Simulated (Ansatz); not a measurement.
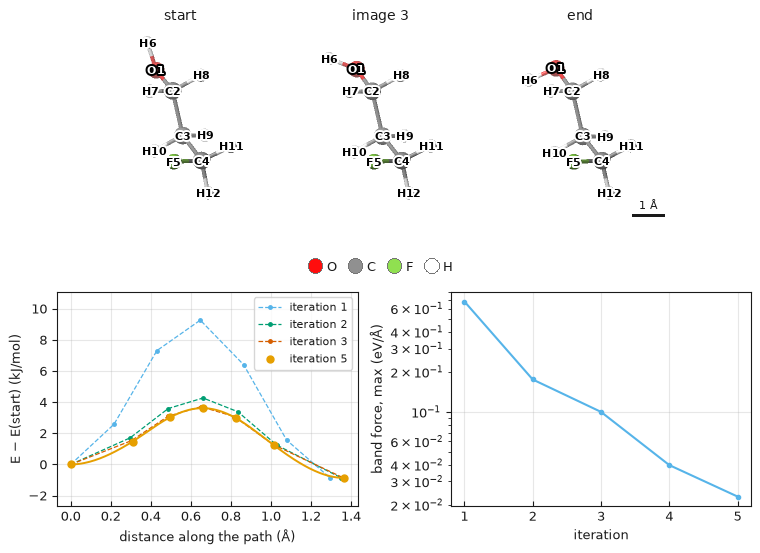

A search for the minimum-energy path of C3H7FO by the nudged elastic band. Images are numbered from 0 (start) to 6 (end). The plot follows the band through its iterations. A ball-and-stick model, seen from a free direction.

Level of theory: Ansatz 0.2.0, RKS B3LYP-D4/6-31G*.

The input:
```yaml
crystal:
  periodic: [false, false, false]
  atoms:
    - { symbol: O, position_ang: [-1.158889, -0.830896, 1.667715] }
    - { symbol: C, position_ang: [-0.860006, -0.418931, 0.339112] }
    - { symbol: C, position_ang: [0.566683, 0.113386, 0.332918] }
    - { symbol: C, position_ang: [1.020021, 0.551389, -1.046855] }
    - { symbol: F, position_ang: [0.174593, 1.553069, -1.528448] }
    - { symbol: H, position_ang: [-2.091528, -1.091854, 1.695324] }
    - { symbol: H, position_ang: [-1.542758, 0.371197, -0.004586] }
    - { symbol: H, position_ang: [-0.944344, -1.260962, -0.369621] }
    - { symbol: H, position_ang: [1.245229, -0.66798, 0.699055] }
    - { symbol: H, position_ang: [0.636751, 0.955966, 1.03052] }
    - { symbol: H, position_ang: [0.991588, -0.282219, -1.761522] }
    - { symbol: H, position_ang: [2.03966, 0.952736, -1.019611] }
basis:
  gaussian: { orbitals: "6-31G*" }
hamiltonian:
  xc: b3lyp
  dispersion: d4
neb:
  order_check: false
  images: 5
  f_tol: 0.03
  max_iterations: 60
  initial_path: idpp
  spring: { min: 2.0, max: 10.0 }
  final_atoms:
    - { symbol: O, position_ang: [-1.37545146, -1.10660725, 1.43701362] }
    - { symbol: C, position_ang: [-0.91535454, -0.55163051, 0.21133887] }
    - { symbol: C, position_ang: [0.49098036, 0.04053185, 0.32687825] }
    - { symbol: C, position_ang: [1.00917754, 0.58398108, -0.99233906] }
    - { symbol: F, position_ang: [0.16436712, 1.59867098, -1.44648292] }
    - { symbol: H, position_ang: [-1.49998817, -0.37429689, 2.0604086] }
    - { symbol: H, position_ang: [-1.60688666, 0.21120404, -0.17350522] }
    - { symbol: H, position_ang: [-0.91298153, -1.38110701, -0.50490226] }
    - { symbol: H, position_ang: [1.17947489, -0.7314708, 0.693451] }
    - { symbol: H, position_ang: [0.49030638, 0.85173074, 1.0684544] }
    - { symbol: H, position_ang: [1.03664807, -0.19933068, -1.76140578] }
    - { symbol: H, position_ang: [2.016708, 1.00322544, -0.8849085] }
```

Run as
```bash
ansatz run input.yaml --threads 1 --pin off --max-ram 2048MiB --backend cpu --events-out ev --progress --plain --runs-dir out
```

Question: Did the band converge, and can the barrier be trusted?

Answer: The run is converged, with reservations. The band converged in 5 iterations. The largest component of the band force went from 0.68 to 0.023 eV/Å. The climbing image converged on the top of the path. Its curvatures weren't checked. The first iteration put the highest image at 9.27 kJ/mol. Forward barrier 3.62 kJ/mol, backward barrier 4.48 kJ/mol, with image 3 at the top; the reaction energy is −0.86 kJ/mol.

The run took 95 s on 1 thread of Intel(R) Xeon(R) Platinum 8488C (Sapphire Rapids), on a shared host, peak memory 0.2 GiB.
